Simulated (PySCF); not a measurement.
# SnSH2: relaxation and vibrations of the singlet

Aim: relax SnSH2 as a singlet from a trigonal pyramidal start, check by its vibrations whether the end is a minimum, and collect its spectrum and constants.

Computed with PySCF 2.14.0. Level: PBE0, basis Sn def2-TZVP with ECP28, S def2-TZVP, H def2-TZVP, scalar-relativistic core potentials, no spin–orbit coupling, density fitting.

## 1. Where the work starts

4 atoms, charge 0, spin multiplicity 1.

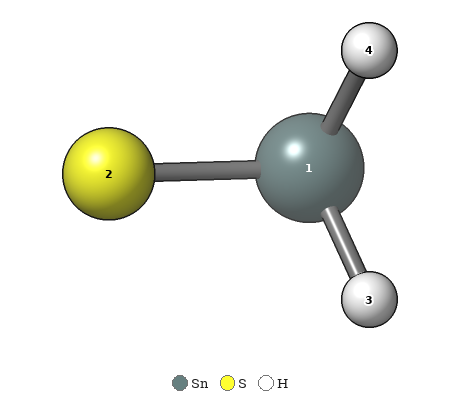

The starting geometry (tin teal, sulfur yellow, hydrogen white); atoms are numbered from 1 in the order of the file.

Coordinates in bohr (charge 0 multiplicity 1):
```
Sn    0.3788    0.6562   -0.4329
S    -1.4897   -2.5806    1.5544
H     3.2487    0.6564    1.0931
H    -1.0562    3.1415    1.0931
```

## 2. Trigonal pyramidal start, singlet: relaxation

One driver script runs all steps and calls PySCF; scf.py shows how it sets up the SCF of each step. The optimiser is the driver's own. Before each start the driver seeks the lowest SCF state from one or more starting densities and follows internal instabilities, so scf.py alone need not reach the same state.

The program finds Cs symmetry in the start, which this walk keeps. Threshold on the gradient: 0.0003 Eh/bohr, with a further test on the energy change.

File scf.py:

```python
from pyscf import gto, scf, dft
mol = gto.M(atom='''
Sn     0.200457     0.347250    -0.229056
S     -0.788330    -1.365615     0.822544
H      1.719134     0.347348     0.578437
H     -0.558939     1.662421     0.578450''',
    basis={'Sn': 'def2-TZVP', 'S': 'def2-TZVP', 'H': 'def2-TZVP'},
    ecp={'Sn': 'def2-TZVP'},
    charge=0, spin=0)
mf = dft.RKS(mol, xc='PBE0')
mf.grids.atom_grid = (50, 194)
aux = {'Sn': 'def2-universal-JKFIT', 'S': 'def2-universal-JKFIT', 'H': 'def2-universal-JKFIT'}
mf = mf.density_fit(auxbasis=aux)
mf.kernel()
```

The optimiser's trace:

```csv
step,energy (Eh),change (kJ/mol),largest symmetric gradient (Eh/bohr)
0,-613.507994,0.00,0.03566
1,-613.529276,-55.88,0.03794
2,-613.544701,-96.37,0.02341
3,-613.549345,-108.57,0.01595
4,-613.553234,-118.78,0.00540
5,-613.553518,-119.52,0.00243
6,-613.553538,-119.58,0.00022
7,-613.553538,-119.58,0.00009
```

The walk took 41 s on 4 threads, shared host.

Geometry (Å) and forces (eV/Å) at some steps:

```
step 0
Sn   0.200   0.347  -0.229   0.076   0.130   1.834
S   -0.788  -1.366   0.823  -0.403  -0.699  -0.395
H    1.719   0.347   0.578   0.545   0.064  -0.720
H   -0.559   1.662   0.578  -0.218   0.505  -0.719
step 1
Sn   0.201   0.348  -0.046  -0.263  -0.451   1.951
S   -0.850  -1.472   0.783   0.114   0.197  -0.666
H    1.847   0.344   0.507  -0.036   0.191  -0.643
H   -0.626   1.771   0.507   0.185   0.063  -0.643
step 4
Sn   0.168   0.291   0.384   0.161   0.277   0.178
S   -0.920  -1.593   0.661  -0.103  -0.178  -0.039
H    1.880   0.443   0.353  -0.107  -0.004  -0.069
H   -0.556   1.850   0.353   0.049  -0.095  -0.070
step 7
Sn   0.172   0.298   0.432   0.004   0.004   0.000
S   -0.923  -1.599   0.647  -0.002  -0.001   0.000
H    1.874   0.447   0.336  -0.001  -0.001   0.001
H   -0.550   1.846   0.336   0.000  -0.002  -0.001
```

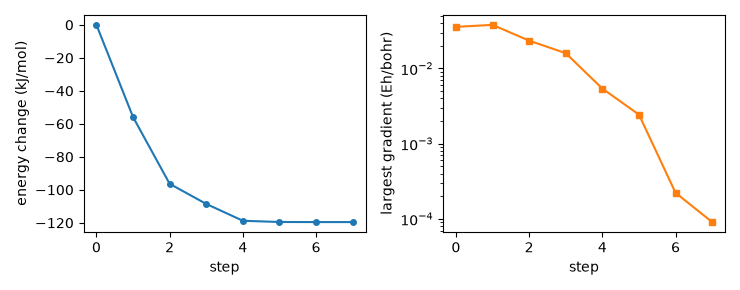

How energy and gradient fall.

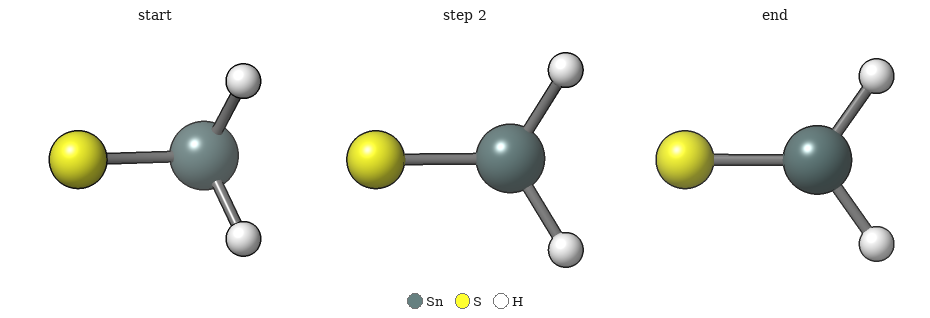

The geometry along the walk, at one scale.

It settles in C2v symmetry, 119.6 kJ/mol below the start, after 7 steps: Sn–H 1.711 Å (×2), Sn–S 2.201 Å; H–Sn–H 109.7°, H–Sn–S 125.1° (×2).

## 3. Is it a minimum? Harmonic modes

The point is checked on the finer grid, and tightened if its gradient asks for it. The Hessian and the dipole derivatives come from central differences of analytic gradients, with steps of 0.01 bohr.

Edit scf.py of step 2 so:

```diff
@@ -3,4 +3,4 @@
-Sn     0.200457     0.347250    -0.229056
-S     -0.788330    -1.365615     0.822544
-H      1.719134     0.347348     0.578437
-H     -0.558939     1.662421     0.578450''',
+Sn     0.221124     0.383049    -0.043316
+S     -0.874096    -1.514179     0.171228
+H      1.923119     0.532231    -0.139311
+H     -0.500855     1.931529    -0.139298''',
@@ -11 +11 @@
-mf.grids.atom_grid = (50, 194)
+mf.grids.atom_grid = (75, 302)
```

This SCF starts from the last density.

SCF at the final geometry:

```text
init E= -613.553541580008
  HOMO = -0.248146663825348  LUMO = -0.102550876313454  gap/eV = 3.96186
cycle= 1 E= -613.553541579969  delta_E= 3.93e-11  |g|= 1.32e-05  |ddm|= 2.03e-05
  HOMO = -0.248142175550229  LUMO = -0.102550662621895  gap/eV = 3.96175
cycle= 2 E= -613.5535415798  delta_E= 1.69e-10  |g|= 2.59e-05  |ddm|= 4.13e-05
  HOMO = -0.248145172176301  LUMO = -0.102550649293278  gap/eV = 3.96183
cycle= 3 E= -613.553541580024  delta_E= -2.24e-10  |g|= 2.65e-06  |ddm|= 2.99e-05
  HOMO = -0.248145126535206  LUMO = -0.10255073234273  gap/eV = 3.96183
cycle= 4 E= -613.553541580027  delta_E= -3.18e-12  |g|= 2.45e-08  |ddm|= 2.62e-06
  HOMO = -0.248145121776772  LUMO = -0.102550731088653  gap/eV = 3.96183
Extra cycle  E= -613.553541580026  delta_E= 1.36e-12  |g|= 2.5e-08  |ddm|= 6.4e-08
converged SCF energy = -613.553541580026
```

The whole step took 91 s.

Geometry: C2v; Sn–H 1.711 Å (×2), Sn–S 2.201 Å; H–Sn–H 109.7°, H–Sn–S 125.1° (×2).

Harmonic modes (main isotopes):

| symmetry | ω (cm⁻¹) | IR (km/mol) |
| --- | --- | --- |
| b2 | 425 | 27.8 |
| b1 | 469 | 18.2 |
| a1 | 498 | 26.4 |
| a1 | 717 | 103 |
| b2 | 1909 | 187 |
| a1 | 1916 | 101 |

Every mode is real; the point is a minimum.

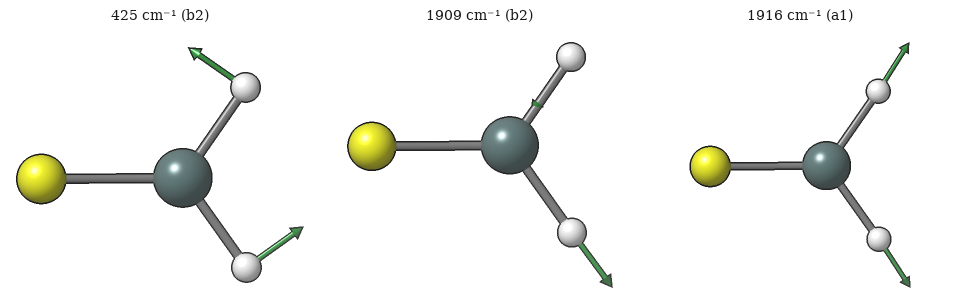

How the atoms move in 3 of the modes.

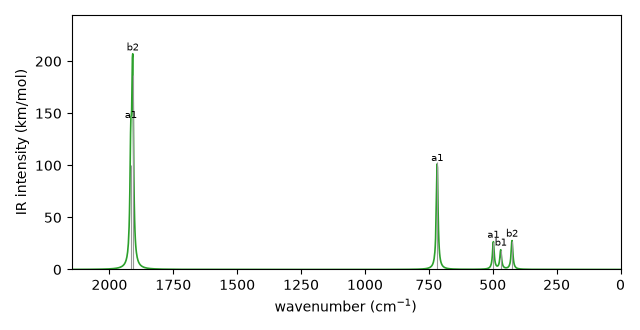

The harmonic infrared spectrum (widths in cm⁻¹). Lines are broadened to a width of 8 cm⁻¹ (Lorentzian).

Properties at this point:

- Dipole moment: 3.57 D
- Highest occupied level: -6.75 eV
- Lowest empty level: -2.79 eV
- Rotational constants: 4.27, 0.1333, 0.1293 cm⁻¹
- Zero-point energy: 35.5 kJ/mol
- Principal polarisabilities: 39.7, 51.7, 84.8 bohr³
- Atomisation energy without zero-point energy: 837 kJ/mol
- Principal traceless quadrupole moments about the centre of mass: -3.97, -0.57, 4.54 D Å
- Entropy at 298.15 K and 1 bar: 271.3 J/(mol K)
- Heat capacity Cp at 298.15 K: 53.4 J/(mol K)
- Enthalpy at 298.15 K above 0 K: 12.19 kJ/mol
- Rotational symmetry number: 2

Populations by atom (charges in e):

```tsv
atom	Mulliken	Löwdin	polar tensor	Mayer order to Sn1
Sn1	0.53	0.20	1.01	–
S2	-0.49	-0.09	-0.54	1.98
H3,4	-0.02	-0.06	-0.24	0.88
```

Outer orbital energies (eV). occupied: -29.31, -29.29, -18.74, -14.10, -10.12, -9.09, -7.42, -6.75; empty: -2.79, -1.19, 0.80, 1.58.

Mulliken populations on Sn1 (outside its core potential): s 3.37, p 7.89, d 10.18, f 0.03.

## 4. Results

```
                                 quantity                                                               value
                                  minimum                                                        singlet, C2v
                                 geometry  Sn–H 1.711 Å (×2), Sn–S 2.201 Å; H–Sn–H 109.7°, H–Sn–S 125.1° (×2)
                       wavenumbers (cm⁻¹)        425 (b2), 469 (b1), 498 (a1), 717 (a1), 1909 (b2), 1916 (a1)
                            dipole moment                                                              3.57 D
     highest occupied, lowest empty level                                                     -6.75, -2.79 eV
               polar-tensor charge of Sn1                                                             +1.01 e
                        zero-point energy                                                         35.5 kJ/mol
                      entropy at 298.15 K                                                     271.3 J/(mol K)
atomisation energy (no zero-point energy)                                                          837 kJ/mol
```

In words: From Cs at the start the molecule goes to a C2v minimum. In the infrared the band at 1909 cm⁻¹ (b2, stretch) leads. Other starts or spin states, not run here, may lie lower.

The search up to here took 2.3 min.
